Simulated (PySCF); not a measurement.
CH₅FSi, SMILES `FC[SiH3]`.

Level of theory: 6-311+G** basis (PySCF), at a geometry from GFN2-xTB. No frequency check shows the geometry to be a minimum.

Coordinates in Å:

```
F1       1.5868   -0.4378    0.0000
C2       0.6752    0.6007    0.0000
Si3     -1.1111   -0.0949   -0.0001
H4       0.8975    1.2018    0.8857
H5       0.8972    1.2015   -0.8863
H6      -1.2850   -0.9027   -1.2046
H7      -1.2847   -0.9024    1.2051
H8      -2.0018    1.0661    0.0006
```

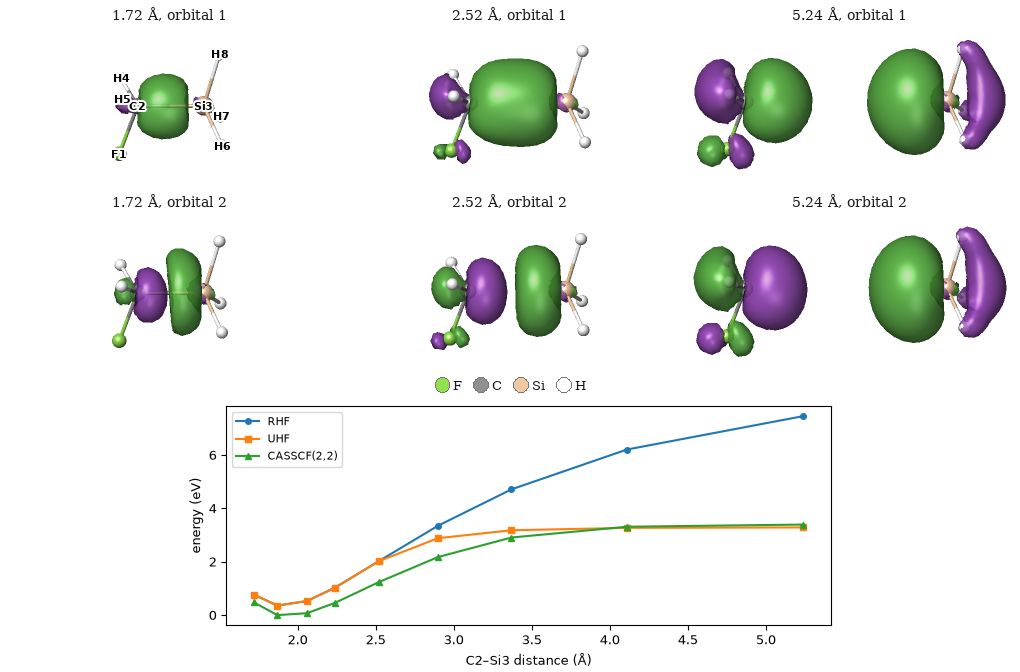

Rigid stretch of the C2–Si3 bond. The two CASSCF(2,2) natural orbitals nearest half filling (orbital 1 the more occupied). Below: energies along the scan, from the lowest point of the three curves.

How do the occupations change along the stretch?

Answer. 1.72 Å: 1.99 and 0.01; 2.52 Å: 1.92 and 0.08; 5.24 Å: 1.07 and 0.93. At the longest distance computed (5.24 Å) they are 1.07 and 0.93, and the effective number of unpaired electrons is 2.0.

Where does the UHF solution part from RHF?

Answer. Between 2.52 Å (⟨S²⟩ = 0, the two coincide) and 2.90 Å (⟨S²⟩ = 0.62); at 5.24 Å ⟨S²⟩ is 1.01 and UHF lies 4.2 eV below RHF.

How much energy does the stretch cost?

Answer. By CASSCF, 3.4 eV from the lowest point of the scan (1.87 Å) to 5.24 Å; RHF gives 7.1 eV from its own lowest point. The fragments aren't relaxed and dynamic correlation is missing, so this isn't a bond dissociation energy.
